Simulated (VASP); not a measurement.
Band structure of Gd (space group P6_3/mmc). These are PBEsol GGA, VASP's PBE PAW potentials (set 64) (plane waves; VASP) values and carry that method's errors.

The 4f electrons are frozen in the core of the lanthanide potential, so 4f levels, which can set the real gap, and their magnetism are missing.

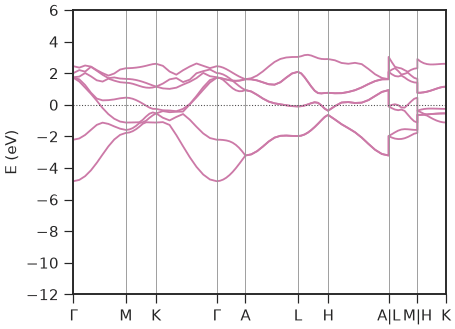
Figure: Bands along high-symmetry lines, zero at the valence-band maximum or, without a gap, the Fermi level

Read the plot: is there a gap, and where are the band edges?

It has no gap at this level: it comes out as a metal or semimetal. (Edges off the drawn lines would not show.)

The structure comes from a measured Gd entry (P6_3/mmc) of the Crystallography Open Database, whose conditions weren't checked. It was relaxed first, which changed the volume by -7 %.
